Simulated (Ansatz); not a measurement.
# Calculations on Si₂H₇Cl

### Relaxation

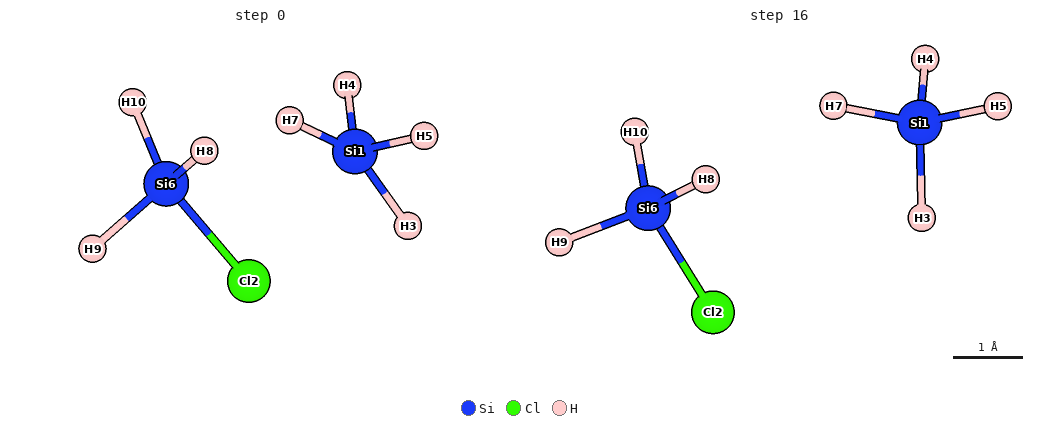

The structure of Si2H7Cl (started from a transition state, displaced along its imaginary mode) before (left) and after (right) a relaxation, at one scale.

The picture is a ball-and-stick view, seen at a tilt.

Computed with RKS PBE0-D4/def2-TZVP (Ansatz). Settings: force threshold 0.005 eV/Å; at most 200 steps.

> What changed between the two?

After 14 accepted moves (16 points after the start) the energy has fallen by 60.4 kcal/mol. Largest force component: 8.9 eV/Å at the start, 0.0018 eV/Å at the end. The line search rejected the trial steps at points 10, 11 of the run. The forces were under the threshold at step 12, but the run went on from there. The largest moves after the best rigid fit, 0.98 Å, are those of H4 and H5. Largest moves by element: H 0.98 Å, Cl 0.96 Å, Si 0.82 Å. Among the contacts that change: Si1–Cl2 2.464 → 4.164 Å, Si1–Si6 3.074 → 4.471 Å, Si6–H7 2.124 → 3.223 Å, Si1–H7 1.243 → 1.485 Å. Among the angles between lasting bonds that change: H3–Si1–H7 155.0° → 109.8°, Cl2–Si6–H9 93.5° → 108.3°, H4–Si1–H7 95.4° → 109.1°.

### Relaxation

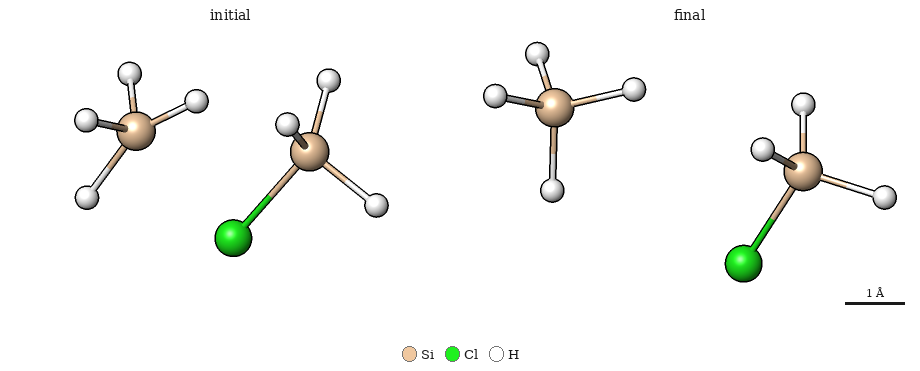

The structure of Si₂H₇Cl (started from a transition state, displaced along its imaginary mode) before (left) and after (right) a relaxation, at one scale.

Style: ball-and-stick. Shown at a tilt.

The calculation used Ansatz 0.2.0, RKS PBE0-D4/def2-TZVP.

Input
```yaml
crystal:
  periodic: [false, false, false]
  atoms:
    - {symbol: Si, position_ang: [-0.254300, 0.750687, -1.437047]}
    - {symbol: Cl, position_ang: [0.876772, -1.049056, -1.040186]}
    - {symbol: H, position_ang: [0.027627, 0.715713, -2.867122]}
    - {symbol: H, position_ang: [-1.744038, 0.661929, -1.181199]}
    - {symbol: H, position_ang: [0.271616, 2.031975, -0.821796]}
    - {symbol: Si, position_ang: [0.192335, -0.617286, 1.285322]}
    - {symbol: H, position_ang: [-0.328065, 0.322111, 0.647734]}
    - {symbol: H, position_ang: [1.022348, 0.261830, 2.169725]}
    - {symbol: H, position_ang: [1.035815, -1.899858, 1.449908]}
    - {symbol: H, position_ang: [-1.100111, -1.178044, 1.794659]}
basis:
  gaussian: {orbitals: def2-TZVP}
hamiltonian: {xc: pbe0, dispersion: d4}
relax: {f_tol: 0.005, max_steps: 200}
```

Command:
```bash
ansatz run in.yaml --threads 4 --pin off --events-out ev --progress --plain --max-ram 9574MiB
```

Q: What changed between the two?

A: The largest move after the best rigid fit is that of H8, 0.99 Å. By element the largest moves are H 0.99 Å, Cl 0.97 Å, Si 0.81 Å. Some distances before and after: Cl2–Si6 2.462 → 4.168 Å, Si1–Si6 3.079 → 4.466 Å, Si1–H7 2.130 → 3.225 Å, Si6–H7 1.249 → 1.485 Å. Among the angles between lasting bonds that change: H7–Si6–H9 155.1° → 109.7°, Cl2–Si1–H3 93.4° → 108.2°, H7–Si6–H8 95.2° → 109.1°. After 14 geometry steps the energy has fallen by 2.580 eV. The largest force component goes from 6.2 to 0.0023 eV/Å.

### Reaction

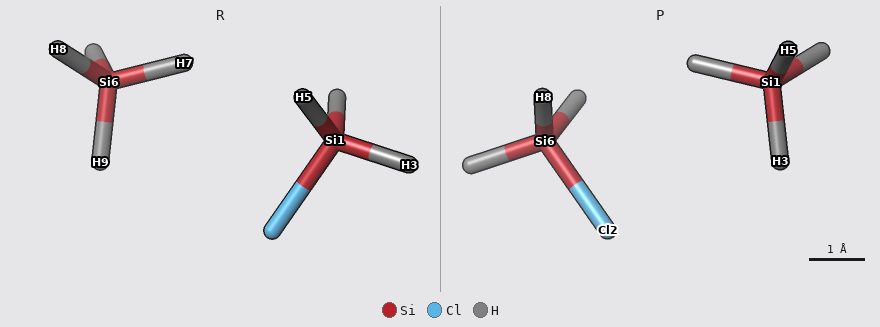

Reactant (R) and product (P) of one elementary step of Si₂H₇Cl. The picture is a stick view, seen at a tilt.

Stationary points at PBE0-D4/def2-TZVP, single-point energies with CCSD(T)/CBS, r2SCAN0-D4, B2PLYP, B97M-V, B3LYP-D4, SPW92 (LDA) (def2-TZVPP where no basis is named; Ansatz 0.2.0). The energies are electronic, without zero-point or thermal terms, and both ends are the relaxed geometries reached downhill from the saddle, with any fragments still in contact. CCSD(T)/CBS stands for a frozen-core estimate: MP2 correlation extrapolated from def2-TZVPP and def2-QZVPP, CCSD(T) minus MP2 from the smaller set.

R:
```xyz
10

Si   -0.1954    0.8267   -2.0904
Cl    0.9322   -0.8880   -2.0002
H    -0.2510    1.2711   -3.5022
H    -1.5558    0.5246   -1.5906
H     0.4486    1.8608   -1.2490
Si    0.1269   -0.7226    2.0854
H    -0.3496    0.2621    1.0809
H     0.9294   -0.0162    3.1159
H     0.9606   -1.7526    1.4200
H    -1.0459   -1.3659    2.7302
```

P:
```xyz
10

Si   -0.7567    1.4972   -1.4435
Cl    1.3606   -1.9149   -0.3407
H    -0.0064    0.6293   -2.3829
H    -2.1923    1.5225   -1.8221
H    -0.2103    2.8770   -1.4904
Si    0.7175   -1.4700    1.5589
H    -0.6278    0.9701   -0.0610
H     1.2317   -0.1323    1.9303
H     1.2465   -2.5011    2.4812
H    -0.7629   -1.4777    1.5701
```

Question: What is the transition state like, and how high is the barrier?

Answer: From R over the saddle to P, bonds form: Si1–H7 (3.22 → 1.69 → 1.49 Å), Cl2–Si6 (4.17 → 2.31 → 2.05 Å). Bonds break: Si1–Cl2 (2.05 → 2.31 → 4.16 Å), Si6–H7 (1.49 → 1.69 → 3.22 Å). The saddle has one imaginary mode, 393i cm⁻¹. The end R keeps a soft imaginary mode of 54i cm⁻¹, so it isn't quite a minimum. The end P keeps a soft imaginary mode of 56i cm⁻¹, so it isn't quite a minimum. With CCSD(T)/CBS the barrier is 2.05 eV from R and 2.05 eV from P, and P lies 0.00 eV below R.

```tsv
level	barrier from R (eV)	barrier from P (eV)	P less R (eV)
CCSD(T)/CBS	2.05	2.05	0.00
r2SCAN0-D4	1.93	1.93	0.00
B2PLYP	2.12	2.12	0.00
B97M-V	1.88	1.88	0.00
B3LYP-D4	2.01	2.01	0.00
SPW92 (LDA)	1.40	1.40	0.00
```

Against CCSD(T)/CBS, B3LYP-D4 comes closest on the barrier from R (−0.04 eV) and SPW92 (LDA) misses most (−0.65 eV).

Saddle geometry:

```xyz
10

Si   -0.3263    0.8093   -1.2548
Cl    0.9152   -1.1130   -0.9304
H     0.0283    0.6611   -2.6998
H    -1.8101    0.7166   -1.2370
H     0.2579    2.1229   -0.8754
Si    0.3071   -0.7851    1.2748
H    -0.3871    0.4768    0.3975
H     0.9967    0.2673    2.0669
H     1.0936   -2.0244    1.5601
H    -1.0754   -1.1314    1.6981
```

The saddle point in the same view, with dashed sticks for the bonds that form or break:

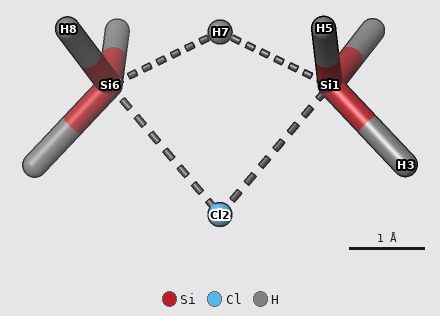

Limits of the set-up: the start holds two separate molecules, 2.9 Å apart at their closest, whose relative position is a soft coordinate.
